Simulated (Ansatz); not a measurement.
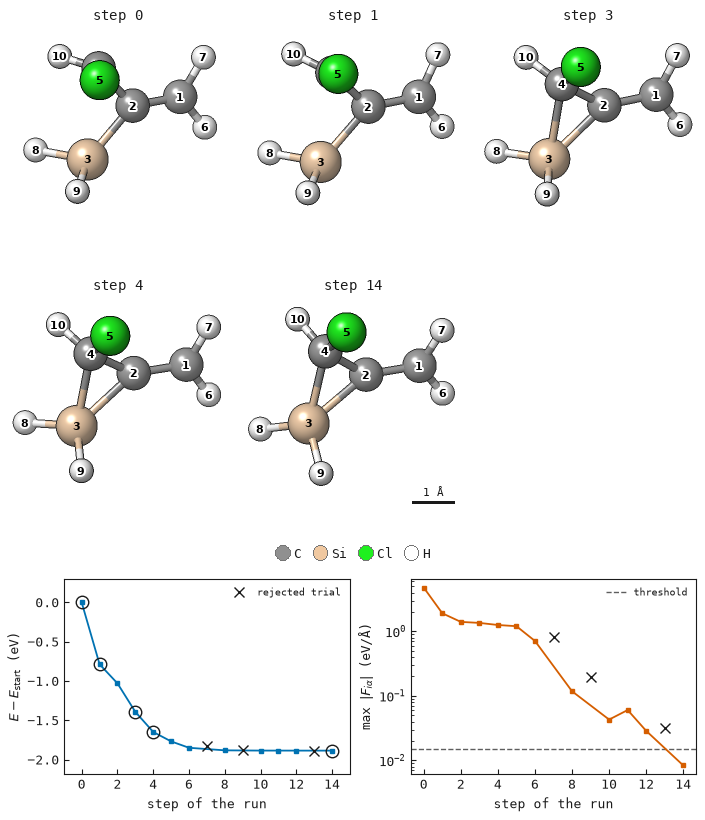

Frames of a relaxation of C₃H₅ClSi, marked on the history of the run. A ball-and-stick model, seen from a free direction.

The run prepares an end point of a later path (torsion) calculation, from a guessed geometry.

Level of theory: RKS PBE-D4/def2-SVP (Ansatz 0.2.0).

Input
```yaml
crystal:
  periodic: [false, false, false]
  atoms:
    - { symbol: C, position_ang: [-0.0107, 1.6741, 0.3195] }
    - { symbol: C, position_ang: [0.0306, 0.407, 0.0746] }
    - { symbol: Si, position_ang: [-0.0591, -0.9932, 1.0342] }
    - { symbol: C, position_ang: [0.3042, -0.2578, -1.1464] }
    - { symbol: Cl, position_ang: [-1.2139, -0.9777, -1.9583] }
    - { symbol: H, position_ang: [-0.2146, 2.1423, 1.301] }
    - { symbol: H, position_ang: [0.0361, 2.4334, -0.507] }
    - { symbol: H, position_ang: [1.2911, -1.7124, 1.2213] }
    - { symbol: H, position_ang: [-1.1885, -1.8889, 0.9679] }
    - { symbol: H, position_ang: [1.108, -0.8779, -1.3038] }
basis:
  gaussian: { orbitals: def2-SVP }
hamiltonian:
  xc: pbe
  dispersion: d4
relax:
  f_tol: 0.015
  max_steps: 40
output:
  orbitals: {}
```

Command:
```bash
ansatz run input.yaml --threads 2 --pin off --max-ram 3072MiB --backend cpu --events-out ev --progress --plain --runs-dir out
```

**Describe the path.**

Cl5 moves most after the best rigid fit: 0.53 Å. Largest moves by element: Cl 0.53 Å, H 0.44 Å, Si 0.38 Å, C 0.38 Å. Among the contacts that change: Si3–C4 2.330 → 1.910 Å, C2–Si3 1.700 → 1.852 Å, Si3–Cl5 3.208 → 3.328 Å, C4–H10 1.027 → 1.108 Å. Among the angles between lasting bonds that change: Si3–C2–C4 96.3° → 68.7°, C1–C2–Si3 134.4° → 149.5°, C2–C4–H10 124.5° → 115.1°. After 11 accepted moves (14 points after the start) the energy has fallen by 1.884 eV. The largest force component goes from 4.8 to 0.0084 eV/Å. The line search rejected the trial steps at points 7, 9, 13 of the run. From step 0 to 1: Cl5 moves most (0.19 Å), energy −0.786 eV. From step 1 to 3: C and Cl atoms move most (0.31 Å), energy −0.606 eV. From step 3 to 4: H9 moves most (0.20 Å), energy −0.255 eV. From step 4 to 14: H9 moves most (0.20 Å), energy −0.237 eV.
